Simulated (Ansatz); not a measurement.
CH5OSi (SMILES C[SiH-]O) (charge −1)

Input

```
crystal:
  periodic: [false, false, false]
  atoms:
    - { symbol: C, position_ang: [-0.58103, 0.81958, -0.48634] }
    - { symbol: Si, position_ang: [0.8817, -0.39406, -0.27911] }
    - { symbol: O, position_ang: [2.12308, 0.5424, -1.08447] }
    - { symbol: H, position_ang: [-1.28534, 0.46186, -1.24265] }
    - { symbol: H, position_ang: [-0.19543, 1.78085, -0.84509] }
    - { symbol: H, position_ang: [-1.15965, 1.01514, 0.42558] }
    - { symbol: H, position_ang: [0.55309, -1.38837, -1.40856] }
    - { symbol: H, position_ang: [2.88766, -0.00337, -1.23899] }
total_charge: -1
basis:
  gaussian: { orbitals: def2-SVP }
hamiltonian:
  xc: { name: BHLYP }
relax:
  f_tol: 0.015
  max_steps: 40
output:
  orbitals: {}
```

Launched as:

```sh
ansatz run input.yaml --threads 1 --pin off --max-ram 2048MiB --backend cpu --events-out ev --progress --plain --runs-dir out
```

The fields are those of the relaxed geometry.

The highest occupied orbital lies above zero, a sign that basis and functional describe the outermost electron poorly.

Method: RKS BHLYP/def2-SVP in Ansatz 0.2.0.

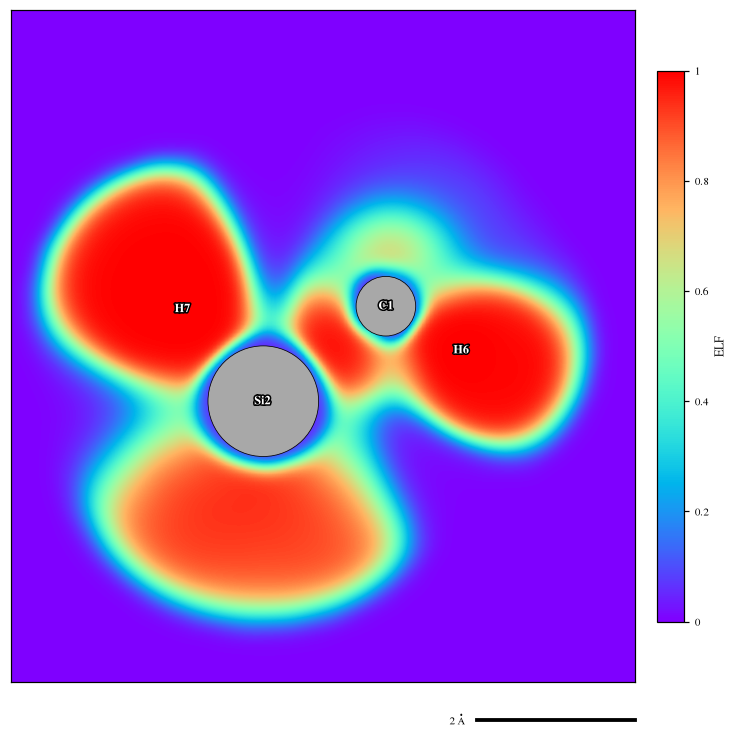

Figure 1. Electron localisation function on the plane of atoms Si2, C1 and H6. Grey discs cover the atomic cores.

Read the bonding off the picture.

- The plane passes through C, Si and H nuclei.
- C–Si (1.96 Å): the ELF peaks at about 1 between the atoms: localised, covalent bonding.
- C–H (1.10 Å): the ELF climbs to about 1 towards the hydrogen, as it does in any bond to H: a covalent bond by its length.
- Si–H (1.55 Å): the ELF climbs to about 1 towards the hydrogen.
- The ELF also peaks beside Si2, away from the bonds: lone-pair regions.

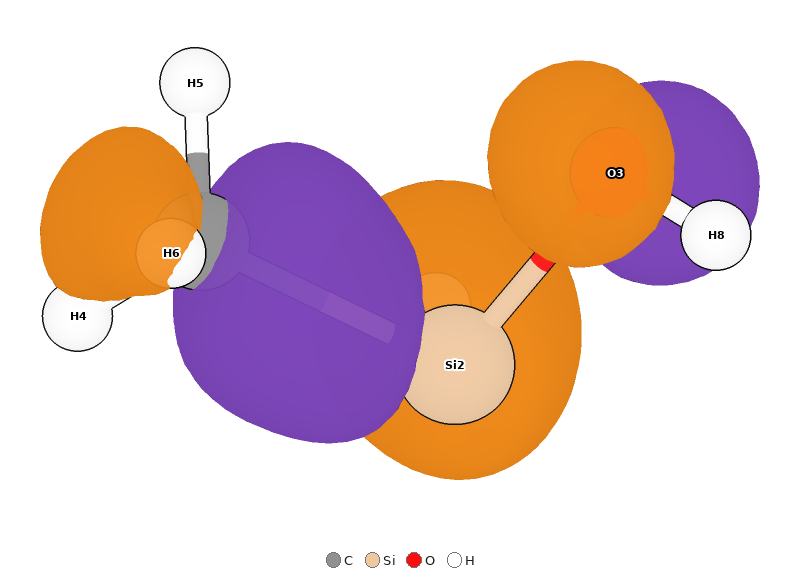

Figure 2. The HOMO−1 at ±0.15 Å⁻³ᐟ² (orange and purple are the two phases), seen from one side.

Where does this orbital lie, and at what energy?

It lies mainly on O3 (about 25 %), C1 (about 25 %), Si2 (about 20 %) and H7 (about 20 %). Its energy is −2.89 eV.
